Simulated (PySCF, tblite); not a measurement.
# C₄H₁₂OSi₂: dynamics, then NMR shifts on frames, part 2 of 2

tblite 0.8.0 and PySCF 2.14.0. Atoms count from 0. Earlier steps stand in the parts before.

### 6 Nuclear shieldings: 800 fs, PBE0/pcSseg-1

The job: settings as JSON, then the geometry in Å.

```
{"job": {"kind": "nmr", "xc": "PBE0", "basis": "pcSseg-1", "pop": false}, "charge": 0, "multiplicity": 1}
C      3.729100     0.604700     0.778600
O      2.532300     0.119000     0.086100
C      1.451000    -0.081000     0.937100
Si     0.411500     1.683400     1.095300
C     -0.998400     0.658100    -0.077100
C     -2.576400     0.760600     0.267800
Si    -0.072500    -0.985200     0.097600
H      4.373900     1.109400     0.088300
H      4.140100    -0.055100     1.635600
H      3.294300     1.534700     1.257600
H      1.830700    -0.400400     1.927400
H     -0.143400     2.371500     2.319300
H      1.255500     2.699400     0.364400
H     -0.823800     0.888000    -1.183200
H     -2.640200     0.920400     1.287900
H     -2.967500     1.634800    -0.252200
H     -3.212700    -0.125000    -0.001500
H     -0.019100    -1.783500    -1.092000
H     -0.541300    -1.636000     1.288200
```

Method: GIAO PBE0/pcSseg-1 NMR shielding, non-relativistic, gas phase.

The program printed:

```text
coarse grid: 16120 points
cycle   1  E = -813.0564119640  dE =  2.683e-01  |g| = 6.084e-01  |ddm| = 3.776e+00
cycle   2  E = -812.9194821518  dE =  1.369e-01  |g| = 1.004e+00  |ddm| = 1.621e+00
cycle   3  E = -813.1365999320  dE = -2.171e-01  |g| = 1.012e-01  |ddm| = 1.161e+00
cycle   4  E = -813.1382411925  dE = -1.641e-03  |g| = 4.823e-02  |ddm| = 1.244e-01
cycle   5  E = -813.1387993320  dE = -5.581e-04  |g| = 1.128e-02  |ddm| = 5.337e-02
cycle   6  E = -813.1388285250  dE = -2.919e-05  |g| = 4.480e-03  |ddm| = 1.525e-02
cycle   7  E = -813.1388336072  dE = -5.082e-06  |g| = 4.011e-04  |ddm| = 4.003e-03
final grid: 144360 points
cycle   8  E = -813.1917486275  dE = -1.992e-05  |g| = 1.158e-02  |ddm| = 2.668e-02
cycle   9  E = -813.1917168839  dE =  3.174e-05  |g| = 1.742e-02  |ddm| = 1.958e-02
cycle  10  E = -813.1917748691  dE = -5.799e-05  |g| = 1.455e-03  |ddm| = 1.217e-02
cycle  11  E = -813.1917753390  dE = -4.700e-07  |g| = 2.675e-04  |ddm| = 1.703e-03
cycle  12  E = -813.1917753547  dE = -1.568e-08  |g| = 9.119e-05  |ddm| = 3.684e-04
cycle  13  E = -813.1917753566  dE = -1.906e-09  |g| = 3.212e-05  |ddm| = 1.101e-04
cycle  14  E = -813.1917753569  dE = -2.481e-10  |g| = 5.671e-06  |ddm| = 3.897e-05
converged SCF energy = -813.1917753569

GIAO shielding tensors (ppm)
atom      isotropic    diamagn.    paramagn.     s11        s22        s33       span
  0 C      115.989     249.250    -133.261     71.511     92.248    184.208    112.697
  1 O      296.240     398.917    -102.678    271.034    300.004    317.681     46.646
  2 C       94.838     255.350    -160.513     45.566     91.633    147.313    101.747
  3 Si     348.276     880.732    -532.456    305.081    324.194    415.554    110.473
  4 C      162.426     257.453     -95.027    129.168    170.128    187.983     58.815
  5 C      169.391     241.999     -72.608    150.596    168.800    188.776     38.180
  6 Si     380.223     881.736    -501.513    310.012    388.869    441.788    131.776
  7 H       27.800      29.017      -1.217     24.254     24.903     34.242      9.988
  8 H       27.187      26.671       0.515     24.032     24.885     32.643      8.610
  9 H       28.165      30.551      -2.387     24.713     27.911     31.870      7.158
 10 H       27.179      33.680      -6.501     23.692     27.145     30.699      7.007
 11 H       25.854      29.469      -3.615     22.934     24.338     30.289      7.355
 12 H       26.359      30.647      -4.288     22.898     25.828     30.351      7.452
 13 H       28.648      32.550      -3.902     25.022     28.694     32.226      7.203
 14 H       31.436      30.689       0.747     26.228     31.026     37.055     10.827
 15 H       30.086      27.930       2.155     24.738     28.064     37.456     12.718
 16 H       29.847      27.762       2.085     25.354     27.535     36.652     11.298
 17 H       26.949      30.574      -3.625     22.981     25.007     32.859      9.879
 18 H       27.470      31.643      -4.173     24.228     26.699     31.484      7.255
```

It took 30 s on 1 thread of Arm Neoverse V1, shared host; peak memory 0.92 GiB.

Key values: δ C2 92.1, C0 70.9, C4 24.5, C5 17.5, H11 5.86, H12 5.36 ppm.

### 7 Nuclear shieldings: 1000 fs, PBE0/pcSseg-1

The job: settings as JSON, then the geometry in Å.

```
{"job": {"kind": "nmr", "xc": "PBE0", "basis": "pcSseg-1", "pop": false}, "charge": 0, "multiplicity": 1}
C      3.650400     1.282900     0.198700
O      2.669800     0.373100    -0.226200
C      1.518500     0.252600     0.608100
Si     0.349400     1.746300     0.468700
C     -0.844300     0.611800    -0.345400
C     -2.373400     0.639800     0.075800
Si     0.140700    -1.009700    -0.044900
H      3.227100     2.266100     0.228100
H      4.573800     1.239600    -0.315600
H      3.920300     1.089800     1.259100
H      1.894100    -0.089800     1.656800
H     -0.001400     2.306200     1.819700
H      0.954400     2.839200    -0.466000
H     -0.876700     0.912200    -1.405000
H     -2.951900     1.121700    -0.654300
H     -2.874700    -0.359700     0.434100
H     -2.509700     1.291500     0.933500
H      0.107100    -1.776800    -1.325000
H     -0.413800    -1.756500     1.182400
```

Method: GIAO PBE0/pcSseg-1 NMR shielding, non-relativistic, gas phase.

The program printed:

```text
coarse grid: 16120 points
cycle   1  E = -813.0671293270  dE =  4.919e-01  |g| = 6.285e-01  |ddm| = 3.813e+00
cycle   2  E = -812.9659321714  dE =  1.012e-01  |g| = 9.357e-01  |ddm| = 1.585e+00
cycle   3  E = -813.1536624281  dE = -1.877e-01  |g| = 8.352e-02  |ddm| = 1.074e+00
cycle   4  E = -813.1545903522  dE = -9.279e-04  |g| = 4.254e-02  |ddm| = 8.920e-02
cycle   5  E = -813.1549974523  dE = -4.071e-04  |g| = 8.518e-03  |ddm| = 4.316e-02
cycle   6  E = -813.1550127539  dE = -1.530e-05  |g| = 3.001e-03  |ddm| = 1.161e-02
cycle   7  E = -813.1550149629  dE = -2.209e-06  |g| = 3.767e-04  |ddm| = 2.950e-03
final grid: 144360 points
cycle   8  E = -813.2076476461  dE = -2.426e-05  |g| = 1.130e-02  |ddm| = 2.610e-02
cycle   9  E = -813.2076224294  dE =  2.522e-05  |g| = 1.615e-02  |ddm| = 1.846e-02
cycle  10  E = -813.2076729409  dE = -5.051e-05  |g| = 1.378e-03  |ddm| = 1.158e-02
cycle  11  E = -813.2076733560  dE = -4.152e-07  |g| = 2.207e-04  |ddm| = 1.454e-03
cycle  12  E = -813.2076733660  dE = -9.911e-09  |g| = 5.895e-05  |ddm| = 2.425e-04
cycle  13  E = -813.2076733667  dE = -7.244e-10  |g| = 2.714e-05  |ddm| = 8.431e-05
converged SCF energy = -813.2076733667

GIAO shielding tensors (ppm)
atom      isotropic    diamagn.    paramagn.     s11        s22        s33       span
  0 C      128.330     242.967    -114.637     88.114    107.284    189.593    101.479
  1 O      329.092     396.752     -67.660    296.098    316.740    374.440     78.342
  2 C      100.879     255.494    -154.615     60.914     92.973    148.750     87.836
  3 Si     374.177     882.440    -508.263    326.920    370.612    424.999     98.079
  4 C      183.219     256.370     -73.151    162.322    188.580    198.755     36.433
  5 C      167.592     240.549     -72.957    141.638    167.108    194.029     52.391
  6 Si     368.290     880.247    -511.957    317.639    354.002    433.228    115.589
  7 H       29.097      29.598      -0.501     24.903     28.068     34.320      9.418
  8 H       28.689      28.272       0.418     24.762     25.840     35.465     10.702
  9 H       29.184      28.238       0.945     26.021     26.281     35.249      9.227
 10 H       26.320      31.048      -4.728     23.149     26.587     29.223      6.074
 11 H       26.465      29.959      -3.494     23.565     24.980     30.849      7.285
 12 H       25.748      29.490      -3.742     22.172     25.101     29.971      7.799
 13 H       29.794      32.980      -3.187     24.969     29.857     34.556      9.587
 14 H       31.041      29.107       1.933     25.607     28.812     38.703     13.096
 15 H       28.882      26.697       2.184     24.302     26.991     35.352     11.049
 16 H       30.452      29.348       1.105     25.305     29.733     36.318     11.013
 17 H       25.868      29.209      -3.341     22.789     23.883     30.932      8.143
 18 H       26.255      29.456      -3.201     23.588     24.799     30.377      6.789
```

Wall time 28 s (1 thread of Arm Neoverse V1, shared host); peak memory 0.92 GiB.

Key values: δ C2 86.0, C0 58.6, C5 19.3, C4 3.7, H12 5.97, H17 5.85 ppm.

### 8 Side by side: NMR shifts

Shifts (ppm) of some atoms, chosen among heavy atoms and hydrogens apart, with basis size and wall time:

```csv
frame,C2,C4,H7,H15,O1,Si3,Si6,functions,time
250 fs,93.8,7.8,3.60,2.09,18.5,-24.5,-32.2,193,40 s
425 fs,72.4,5.6,2.75,1.17,3.9,-4.7,-19.5,193,30 s
625 fs,73.7,1.8,5.48,0.06,-1.1,-24.7,-35.1,193,29 s
800 fs,92.1,24.5,3.92,1.63,39.8,0.9,-31.1,193,30 s
1000 fs,86.0,3.7,2.62,2.84,7.0,-25.0,-19.1,193,28 s
```

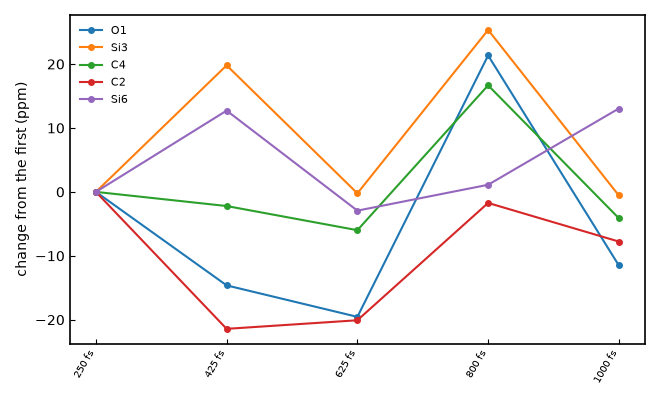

How five of the tabulated atoms move from run to run.

### 9 Summary of results

This closing draws on all 2 parts.

| quantity | value |
| --- | --- |
| thermostat | 600 K |
| mean temperature, second half | 615 K |
| mean potential energy above the minimum | 1.42 eV |
| 13C shifts against TMS (PBE0/pcSseg-1, 250 fs) | 93.8, 56.0, 20.3, 7.8 ppm |
| 1H shifts against TMS (PBE0/pcSseg-1, 250 fs) | 6.09, 6.06, 5.73, 4.97, 4.91, 3.60, 3.60, 2.43, 2.20, 2.09, 1.85, 1.84 ppm |
| 17O shifts against H2O (PBE0/pcSseg-1, 250 fs) | 18.5 ppm |
| 29Si shifts against TMS (PBE0/pcSseg-1, 250 fs) | -24.5, -32.2 ppm |
| surface potential, 1st and 99th percentile | -1.07 V and 1.03 V |
| range of the shift of O1 | -1.1 to 39.8 ppm |

In words: In the second half the potential energy averages 1.42 eV above the minimum; equipartition over 51 harmonic modes at 600 K would give 1.32 eV. With 19 atoms the temperature swings widely (316 to 772 K). Shifts at one fixed geometry are not the observed spectrum, which averages over the motion. In the first frame run (250 fs): The largest span, 182 ppm, is at Si3, where the paramagnetic term is -507 ppm. At PBE0/pcSseg-1, counted by nearest atom on the grid, the HOMO lies on O1 35 %; C2 15 %, the LUMO on Si6 17 %; Si3 12 %. Across the 5 runs the shift of O1 moves most, between -1.1 (625 fs) and 39.8 ppm (800 fs).
